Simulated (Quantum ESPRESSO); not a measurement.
# Energy and gap at +3 % biaxial strain: 2H-TiCl2, 1 layer

Method. Quantum ESPRESSO 7.5 driven by ASE, PBE, GBRV ultrasoft, ESM (bc1); atomic heights clamped; cell area 9.304 Å² at zero strain.

```tsv
strain (%)	energy (meV a cell)	gap on the mesh (eV)
−3	64.51	0.934
−1.5	15.16	0.936
0	0.00	0.937
+1.5	14.85	0.935
```

**Question.** What are energy and gap at +3 %, and how stiff is the sheet?

By hand: About zero, E'' = (15.16 + 14.85 − 2 × 0.00)/1.5² = 13.34 meV per %² and E' = (14.85 − 15.16)/3 = −0.10 meV per %. With E = A K ε², where K = (C11 + C22)/2 + C12 (C11 + C12 for a hexagonal sheet), K = 13.34 × 10/(2 × 9.304) × 16.02 = 115 N/m. The parabola gives E(+3 %) = 0.00 + 3 × (−0.10) + 4.5 × 13.34 = 59.7 meV. Continuing the last slope, the gap is 2 × 0.935 − 0.937 = 0.933 eV.

**The withheld run.** E = 56.5 meV and the gap 0.931 eV. The parabola misses by +3.2 meV, too high, since bonds soften under tension. The gap's line misses by +0.002 eV.

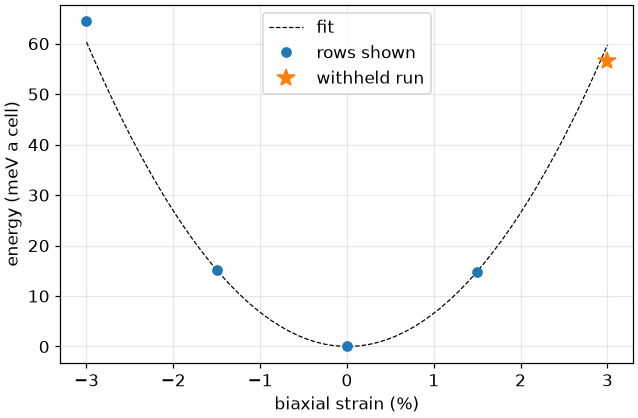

The rows shown, the fit and the withheld run.

Caveats: Clamped heights stiffen sheets with several planes. Semilocal gap, no spin-orbit coupling.

[Logs are printed without paths, hosts, clocks, repeated set-up lines and the standing remarks that a program may print on its own settings, such as how far it seeks lower states.]
